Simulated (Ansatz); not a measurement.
BFH$_{4}$OSi···NH$_{3}$

```csv
atom,x (Å),y (Å),z (Å)
B,-0.0717,0.5487,-0.2397
N,-0.2903,-0.0704,2.4240
H,-1.1003,-0.6585,2.4919
H,0.5175,-0.6447,2.5787
F,1.1165,-0.0622,-0.2846
O,-1.1388,-0.1490,-0.6852
H,-0.9149,-1.0393,-0.9287
Si,-0.2310,2.5121,0.2630
H,-1.5312,2.7928,0.9106
H,0.8449,2.9161,1.1960
H,-0.1307,3.3898,-0.9286
H,-0.3376,0.5908,3.1779
```

Computed with RHF/6-31G* (Ansatz).

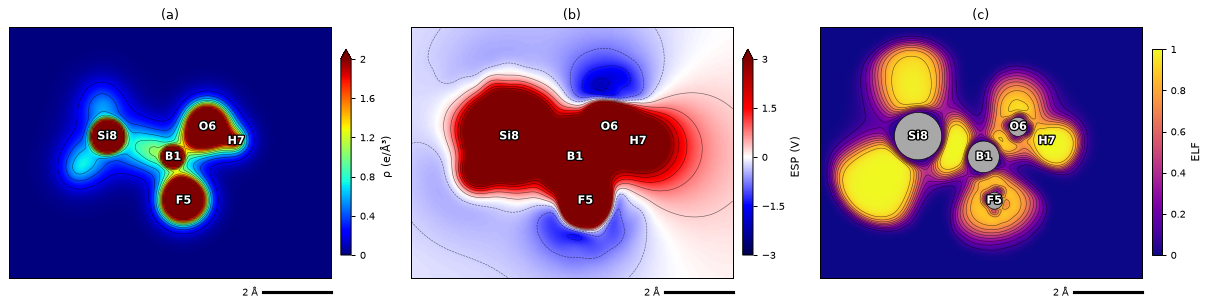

Figure 1. (a) electron density; (b) molecular electrostatic potential; (c) ELF on the plane of atoms B1, O6 and H7. Grey discs cover the atomic cores in the ELF map.

Read the bonding off the picture.

Answer.
- Atoms in the plane: B, F, O, H and Si.
- B–F (1.34 Å): the density is about 2.1 e/Å³ at the midpoint; the ELF peaks at about 0.85 between the atoms; a polar covalent bond.
- B–O (1.35 Å): ρ is about 2.2 e/Å³ halfway; the ELF peaks at about 0.90 between the atoms (a polar covalent bond).
- Si–B (2.03 Å): ρ at the midpoint is about 0.87 e/Å³; the ELF peaks at about 1 between the atoms, as expected for localised, covalent bonding.
- O–H (0.95 Å): ρ at the midpoint is about 3.7 e/Å³; the ELF climbs to about 1 towards the hydrogen, as it does in any bond to H (an ordinary covalent bond to hydrogen).
- The ELF also peaks beside F5 and O6, away from the bonds: lone-pair regions.
- Outside the dense part of the complex the potential is most negative (−2.1 V) near O6.

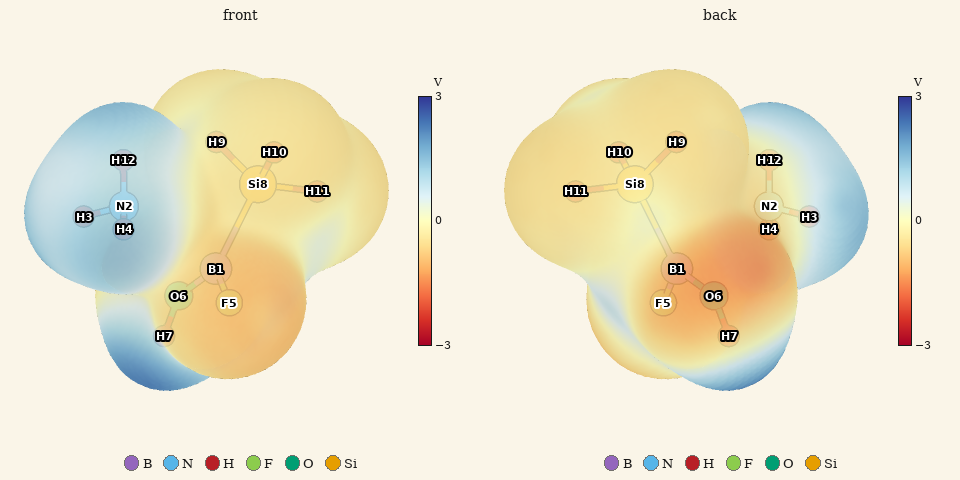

Figure 2. The electrostatic potential painted on the density surface at 0.001 e/bohr³, seen from the front and from behind; red is negative and blue positive.

Which sites attract a positive test charge, and which a negative one?

Answer. A positive charge is drawn to the negative regions and a negative charge to the positive ones. The most negative region (about −1.4 V) lies over O6, the most positive (about +2.2 V) over H7. O6 is the likeliest acceptor of a hydrogen bond.

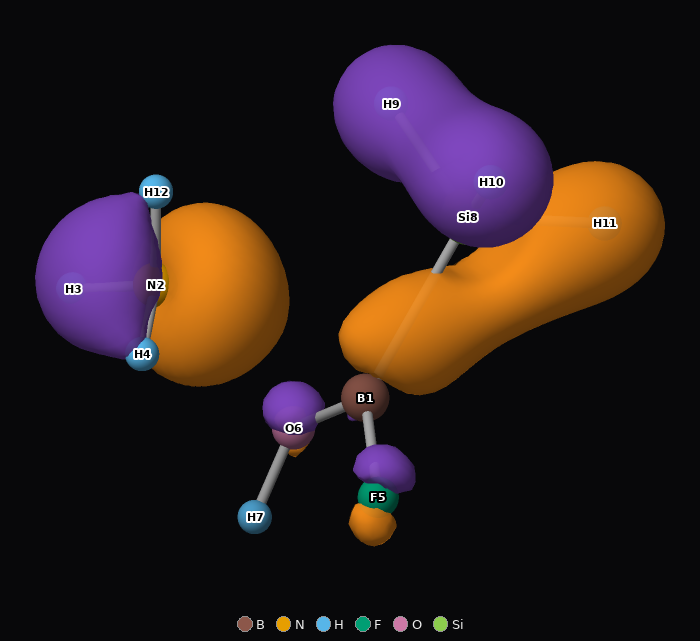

Figure 3. The HOMO−1 at ±0.15 Å⁻³ᐟ² (orange and purple are the two phases), seen at a tilt.

What is the character of this orbital?

Answer. Its weight (Hirshfeld) is mainly on N2 (about 35 %), Si8 (about 20 %), H11 (about 10 %), H10 (about 10 %), H9 (about 5 %) and B1 (about 5 %). Its energy is −12.26 eV.
